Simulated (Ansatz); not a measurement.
## Electronic structure of HF···F2 in real space

Input file:

```
crystal:
  periodic: [false, false, false]
  atoms:
    - {symbol: F, position_ang: [0.215190, 0.146063, -1.843845]}
    - {symbol: H, position_ang: [-0.001742, -0.030943, -0.966020]}
    - {symbol: F, position_ang: [0.287462, 0.331218, 2.034997]}
    - {symbol: F, position_ang: [-0.539090, -0.466930, 1.277369]}
basis:
  gaussian: {orbitals: "def2-TZVPPD.json"}
hamiltonian: {xc: pbe0, dispersion: d4}
output: {orbitals: {seedname: orbitals}}
```

Command:

```sh
ansatz run in.yaml --threads 2 --pin off --events-out ev --progress --plain --max-ram 5222MiB
```

Geometry: rigid move from PBE0-D4/def2-TZVP.

These are results of Ansatz, RKS PBE0-D4/def2-TZVPPD, not measurements.

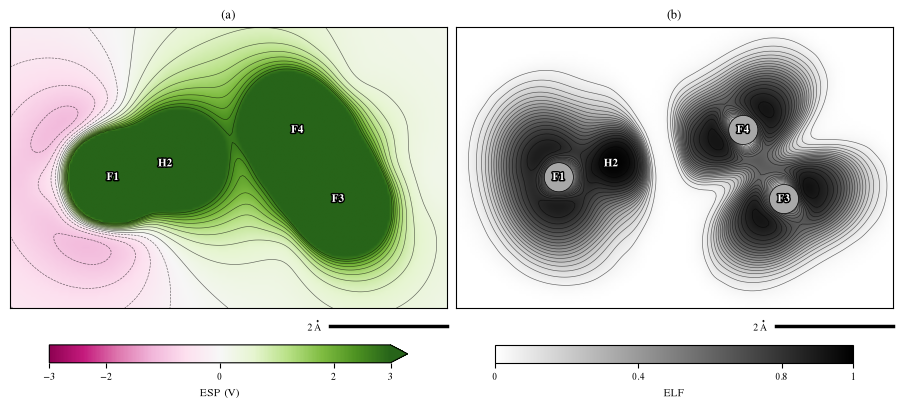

Figure 1. (a) molecular electrostatic potential; (b) ELF on the molecular plane. Grey discs cover the atomic cores in the ELF map.

Question: Read the bonding off the picture.

Answer: Atoms in the plane: F and H. F4···H2 (2.35 Å): the ELF dips to about 0 between them (by its geometry a hydrogen bond between the two molecules, with no shared pair). F–F (1.38 Å): the ELF peaks at about 0.65 between the atoms. F–H (0.92 Å): the ELF climbs to about 1 towards the hydrogen, as it does in any bond to H; a covalent bond by its length. The ELF also peaks beside F3, F1 and F4, away from the bonds: lone-pair regions. Outside the dense part of the complex the potential is most negative (−1.1 V) near F1.

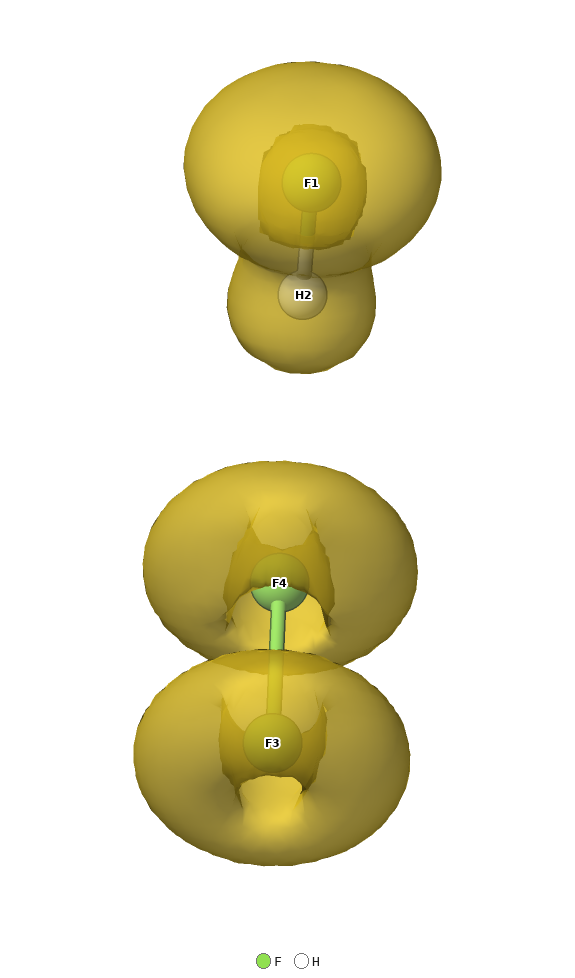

Figure 2. Isosurface of the ELF at 0.75 (yellow), seen at an oblique angle. Only the valence region is drawn (cores and ρ < 0.01 e/Å³ removed).

Question: Where are the electrons localised?

Answer: At this value the surface marks out two regions wrapped around F (its lone pairs, merged into a ring or cap) and one joined region spread over several atoms (F, H), in which their bonds and any lone pairs are merged.

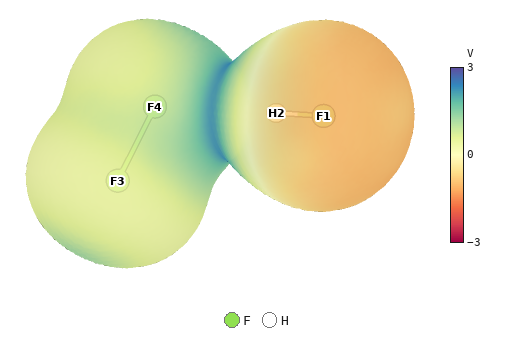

Figure 3. The molecular electrostatic potential painted on the density surface at 0.002 e/bohr³, seen at a tilt; the colour scale runs from red (negative) to blue (positive).

Question: Which sites attract a positive test charge, and which a negative one?

Answer: A positive charge is drawn to the negative regions and a negative charge to the positive ones. The most negative region (about −1.0 V) lies over F1, the most positive (about +2.4 V) over H2.

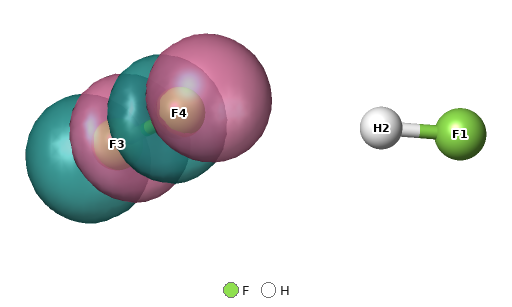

Figure 4. The LUMO at ±0.15 Å⁻³ᐟ² (teal and pink are the two phases), seen from one side.

Question: Describe this orbital and give its energy.

Answer: It lies mainly on F3 (about 50 %) and F4 (about 50 %); it is symmetric in the molecular plane (an in-plane orbital: σ, lone-pair or in-plane π type). Its energy is −4.00 eV.
